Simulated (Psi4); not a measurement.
**M06-L/aug-cc-pVTZ run of HOF (SMILES OF)**

What is the vertical singlet–triplet gap of HOF at M06-L/aug-cc-pVTZ? 

The calculation is run with Psi4 1.11.

### 1 The system as given

HOF has 3 atoms, charge 0, and is taken as a singlet. As SMILES, `OF`. The coordinates come from a PBE0-D4/def2-TZVP relaxation.

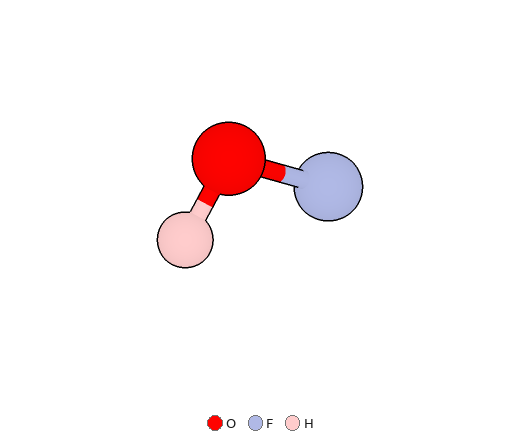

Viewed from a chosen angle; oxygen red, fluorine light blue, hydrogen pink.

### 2 Energy and gradient at M06-L/aug-cc-pVTZ

The input, calc.in:

```
memory 1600 mb

molecule molecule1 {
  0 1
  O      0.430590    -0.210340     0.216330
  F     -0.221910     1.014620    -0.010980
  H     -0.208690    -0.804280    -0.205350
  symmetry c1
}

set {
  puream true
  e_convergence 1e-09
  d_convergence 1e-08
  scf_type pk
  dft_radial_points 99
  dft_spherical_points 590
}

result, w = gradient("m06-l/aug-cc-pVTZ", return_wfn=True)
oeprop(w, "QUADRUPOLE", "MULLIKEN_CHARGES", "WIBERG_LOWDIN_INDICES")
```

Launch:

```
$ psi4 -i calc.in -o calc.out -n 1
```

calc.out, shortened:

```text
[...]
  Running in c1 symmetry.
[...]
  Nuclear repulsion =   34.062701107921029
[...]
  Multiplicity = 1
[...]
  Nalpha       = 9
  Nbeta        = 9
[...]
    Number of basis functions: 115
[...]
   @RKS iter   1:  -175.50859486570536   -3.02149e-01   3.79519e-03 ADIIS/DIIS
[...]
   @RKS iter  10:  -175.57313298247780   -9.86233e-12   9.65468e-09 DIIS
[...]
    Orbital Energies [Eh]
    ---------------------
    Doubly Occupied:
       1A    -24.551590     2A    -19.082096     3A     -1.231689
       4A     -0.948340     5A     -0.542362     6A     -0.467104
       7A     -0.431693     8A     -0.345047     9A     -0.276369
[...]
  @RKS Final Energy:  -175.57313298247780
   => Energetics <=
    Nuclear Repulsion Energy =             34.0627011079210291
    One-Electron Energy =                -311.0516976727942620
    Two-Electron Energy =                 120.7096411096389943
    DFT Exchange-Correlation Energy =     -19.2937775272435772
    Empirical Dispersion Energy =           0.0000000000000000
    VV10 Nonlocal Energy =                  0.0000000000000000
    Total Energy =                       -175.5731329824778015
[...]
  -Total Gradient:
     Atom            X                  Y                   Z
    ------   -----------------  -----------------  -----------------
       1       -0.007594737278     0.014260212406     0.000000000000
       2        0.007807093847    -0.014195109758     0.000000000000
       3       -0.000202119089    -0.000072798397     0.000000000000
[...]
 Multipole Moments:
 ------------------------------------------------------------------------------------
     Multipole            Electronic (a.u.)      Nuclear  (a.u.)        Total (a.u.)
 ------------------------------------------------------------------------------------
 L = 1.  Multiply by 2.5417464519 to convert [e a0] to [Debye]
 Dipole X            :         -0.3236890           -0.0741923           -0.3978813
 Dipole Y            :          1.1134342           -1.7197104           -0.6062762
 Dipole Z            :          0.0000000            0.0000000            0.0000000
 Magnitude           :                                                    0.7251761
 L = 2.  Multiply by 1.3450342976 to convert [e a0^2] to [Debye ang]
 Quadrupole XX       :        -15.4521773            7.5565772           -7.8956001
 Quadrupole XY       :         11.9586094          -10.9651301            0.9934793
[...]
  Mulliken Charges: (a.u.)
   Center  Symbol    Alpha    Beta     Spin     Total
       1     O     4.10024  4.10024  0.00000 -0.20048
       2     F     4.56660  4.56660  0.00000 -0.13320
       3     H     0.33316  0.33316  0.00000  0.33368
   Total alpha =  9.00000, Total beta =  9.00000, Total charge =  0.00000
  Wiberg Bond Indices using Orthogonal Lowdin Orbitals:
[...]
```

Wall time 62 s (1 thread of Intel Xeon Platinum 8259CL at 2.50GHz (Skylake/Cascade Lake), shared host); peak memory 0.7 GiB.

### 3 The triplet: the energy at UM06-L/aug-cc-pVTZ

The input, calc.dat:

```
memory 1600 MB

molecule system {
  0 3
  O
  F 1 1.406397
  H 1 0.969153 2 99.05738
  units angstrom
  symmetry c1
}

set globals {
  basis aug-cc-pVTZ
  reference uks
  puream true
  e_convergence 1e-09
  d_convergence 1e-08
  scf_type pk
  dft_radial_points 99
  dft_spherical_points 590
  maxiter 100
}

energy('m06-l')
```

Launch:

```
$ psi4 -n 1 calc.dat calc.out
```

calc.out, shortened:

```text
[...]
  Running in c1 symmetry.
[...]
  Nuclear repulsion =   34.062705558208670
[...]
  Multiplicity = 3
[...]
  Nalpha       = 10
  Nbeta        = 8
[...]
    Number of basis functions: 115
[...]
   @UKS iter   1:  -175.36088077042882   -1.54434e-01   3.97983e-03 DIIS/ADIIS
[...]
   @UKS iter  13:  -175.43837098901110   -1.02318e-12   3.31777e-09 DIIS
[...]
   @S^2 Observed:                2.011850517E+00
[...]
    Orbital Energies [Eh]
    ---------------------
    Alpha Occupied:
       1A    -24.517980     2A    -19.091303     3A     -1.248218
       4A     -1.002883     5A     -0.564029     6A     -0.493962
       7A     -0.476517     8A     -0.353108     9A     -0.341317
      10A     -0.138428
    Alpha Virtual:
      11A     -0.026082    12A      0.055370    13A      0.068959
      14A      0.086599    15A      0.098111    16A      0.164429
      17A      0.169879    18A      0.170254    19A      0.192391
      20A      0.199983    21A      0.262850    22A      0.286272
      23A      0.331260    24A      0.487549    25A      0.561218
[...]
  @UKS Final Energy:  -175.43837098901110
   => Energetics <=
    Nuclear Repulsion Energy =             34.0627055582086697
    One-Electron Energy =                -311.0542909992999512
    Two-Electron Energy =                 120.9021693622674860
    DFT Exchange-Correlation Energy =     -19.3489549101873202
    Empirical Dispersion Energy =           0.0000000000000000
    VV10 Nonlocal Energy =                  0.0000000000000000
    Total Energy =                       -175.4383709890111049
[...]
 Multipole Moments:
 ------------------------------------------------------------------------------------
     Multipole            Electronic (a.u.)      Nuclear  (a.u.)        Total (a.u.)
 ------------------------------------------------------------------------------------
 L = 1.  Multiply by 2.5417464519 to convert [e a0] to [Debye]
 Dipole X            :          0.2720783           -0.8972517           -0.6251735
 Dipole Y            :         -1.0117858            1.4689612            0.4571754
 Dipole Z            :         -0.0000000            0.0000000           -0.0000000
 Magnitude           :                                                    0.7745006
[...]
```

Run time: 70 s. Hardware: 1 thread of Intel Xeon Platinum 8259CL at 2.50GHz (Skylake/Cascade Lake), shared host; peak memory 0.69 GiB.

### 4 What came out

Level: M06-L/aug-cc-pVTZ.

```
                                        quantity          value
                           singlet: total energy  -175.57313 Eh
                          singlet: dipole moment         1.84 D
                            singlet: HOMO energy       -7.52 eV
                            singlet: LUMO energy       -2.23 eV
                          singlet: HOMO–LUMO gap        5.29 eV
               singlet: largest force on an atom     0.833 eV/Å
                           triplet: total energy  -175.43837 Eh
                          triplet: dipole moment         1.97 D
     triplet: HOMO energy (highest over α and β)       -3.77 eV
                                   triplet: ⟨S²⟩          2.012
vertical energy of the triplet above the singlet       3.667 eV
```

At this shape the triplet lies 3.67 eV (85 kcal/mol) above the singlet. The largest force (singlet) is 0.83 eV/Å: the shape isn't a stationary point for this species at this level.
